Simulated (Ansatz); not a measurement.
**ClGaH3NO···SiH4: density, localisation and related maps**

Input file:

```
crystal:
  periodic: [false, false, false]
  atoms:
    - { symbol: Ga, position_ang: [-0.064948, 0.266043, 0.109374] }
    - { symbol: "N", position_ang: [-0.172223, 0.596936, 1.964215] }
    - { symbol: H, position_ang: [-0.846752, 0.064666, 2.510654] }
    - { symbol: H, position_ang: [0.718609, 0.663604, 2.455108] }
    - { symbol: Cl, position_ang: [1.804647, 0.573233, -0.906323] }
    - { symbol: O, position_ang: [-1.440834, -0.195324, -0.925017] }
    - { symbol: H, position_ang: [-2.293852, -0.195275, -0.467911] }
    - { symbol: Si, position_ang: [0.690089, -2.991796, 1.255048] }
    - { symbol: H, position_ang: [-0.32316, -3.509074, 0.291522] }
    - { symbol: H, position_ang: [2.044824, -3.054358, 0.639952] }
    - { symbol: H, position_ang: [0.657951, -3.817697, 2.497488] }
    - { symbol: H, position_ang: [0.361549, -1.59296, 1.603389] }
basis:
  gaussian: { orbitals: def2-SVP }
hamiltonian:
  xc: b3lyp
relax:
  f_tol: 0.03
  max_steps: 50
output:
  orbitals: {}
```

Run with:

```sh
ansatz run input.yaml --threads 4 --pin off --max-ram 5120MiB --backend cpu --events-out ev --progress --plain --runs-dir out
```

The fields are those of the relaxed geometry.

Theory: Ansatz, RKS B3LYP/def2-SVP.

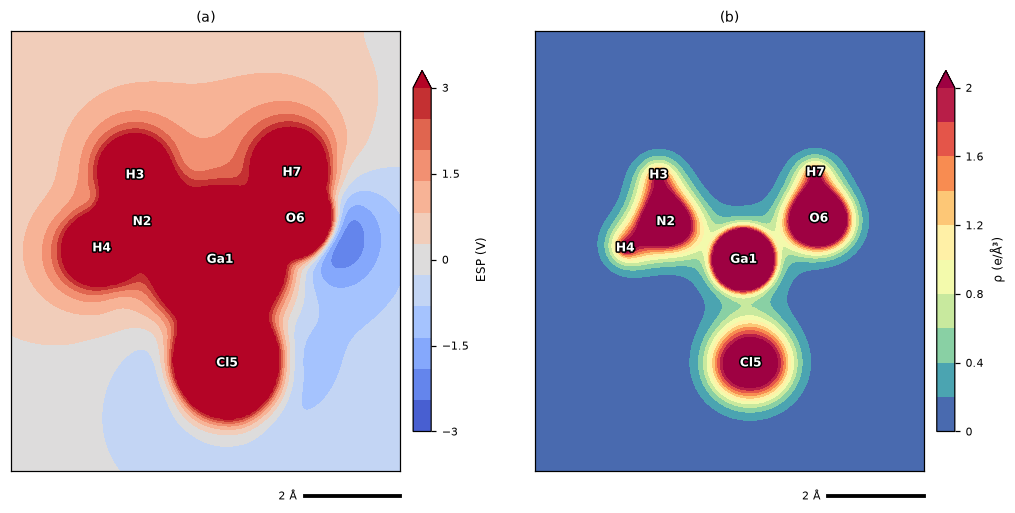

Figure 1. (a) molecular electrostatic potential; (b) total electron density on the plane of atoms Cl5, Ga1 and O6.

Q: Describe what can be read from this map.

A: The plane passes through Ga, N, H, Cl and O nuclei.
Ga–O (1.78 Å): ρ at the midpoint is about 0.87 e/Å³.
Ga–N (1.81 Å): ρ is about 0.92 e/Å³ halfway.
Ga–Cl (2.16 Å): ρ at the midpoint is about 0.67 e/Å³.
O–H (0.97 Å): the density is about 3.6 e/Å³ at the midpoint.
N–H (1.01 Å): ρ is about 2.8 e/Å³ halfway.
Outside the dense part of the complex the potential is most negative (−2.3 V) near O6.

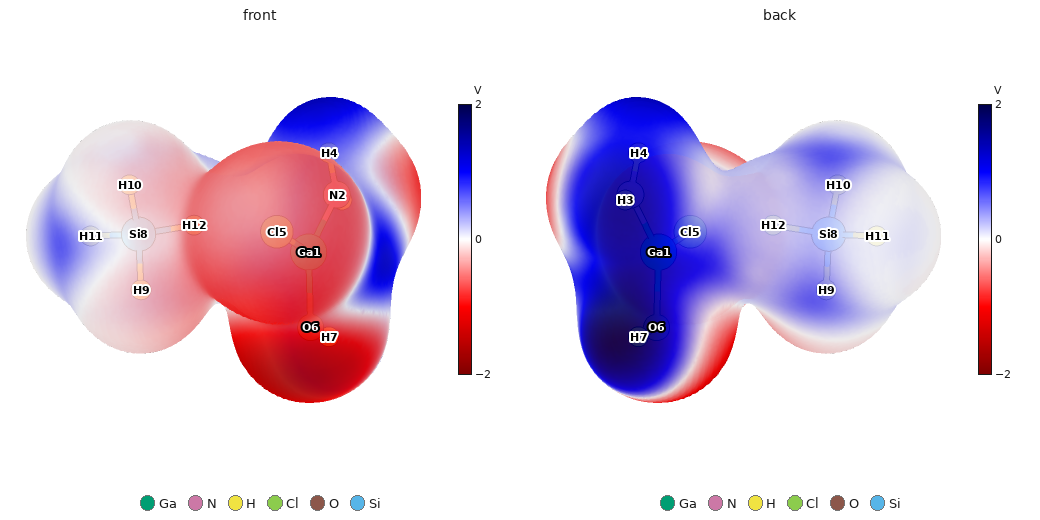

Figure 2. The molecular electrostatic potential painted on the density surface at 0.001 e/bohr³, seen from the front and from behind; the colour scale runs from red (negative) to blue (positive).

Q: Describe the electrostatic potential map.

A: The most negative region (about −1.6 V) lies over O6, the most positive (about +1.9 V) over H7. O6 is the likeliest acceptor of a hydrogen bond.

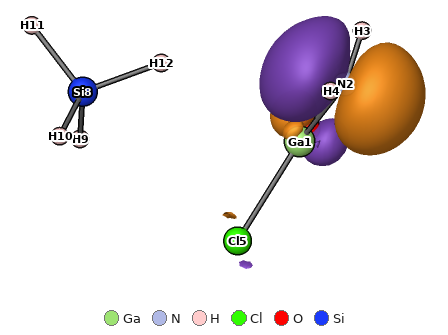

Figure 3. One frontier orbital at ±0.15 Å⁻³ᐟ² (orange and purple are the two phases), seen from one side.

Q: Which orbital is it: HOMO or LUMO?

A: The HOMO, at −7.30 eV. It lies mainly on N2 (about 70 %) and Ga1 (about 10 %); largely a lone pair of N2.

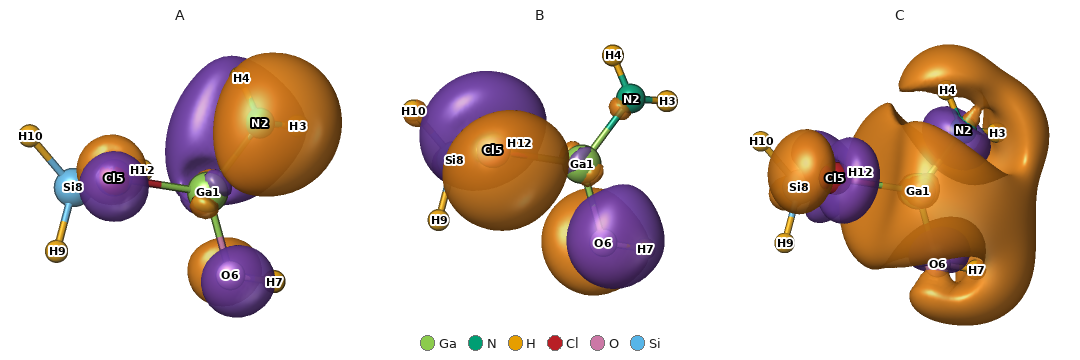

Figure 4. Three frontier orbitals at ±0.06 Å⁻³ᐟ² (orange and purple are the two phases), in no order.

Q: Which picture is the HOMO−1, the HOMO and the LUMO?

A: B is the HOMO−1 (−8.31 eV). By Hirshfeld shares it lies mainly on Cl5 (about 60 %), O6 (about 30 %) and Ga1 (about 5 %). A is the HOMO (−7.30 eV). By Hirshfeld shares it lies mainly on N2 (about 70 %) and Ga1 (about 10 %); largely a lone pair of N2. C is the LUMO (−0.86 eV). Its weight (Hirshfeld) is mainly on Ga1 (about 40 %), Cl5 (about 15 %), N2 (about 10 %), O6 (about 10 %) and H7 (about 5 %).

Q: What is the HOMO–LUMO gap?

A: 6.44 eV between the orbital energies.
